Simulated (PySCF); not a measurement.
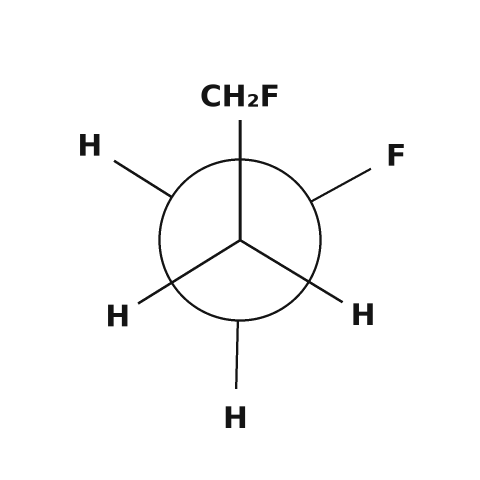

A Newman projection along the C–C bond, carbon in front; angles are drawn as computed, but eclipsed bonds slightly apart. Computed geometry: PBE0-D3(BJ)/def2-SVP optimisation. No frequency run is at hand to confirm it as a minimum.

Q: Which molecule is it?

A: C3H6F2, FCCCF

Q: What is the torsion angle from the front CH2F to the back F? The sign is positive where the front bond must turn clockwise to cover the back bond.

A: 61°, synclinal (gauche). The conformation about this bond is staggered.
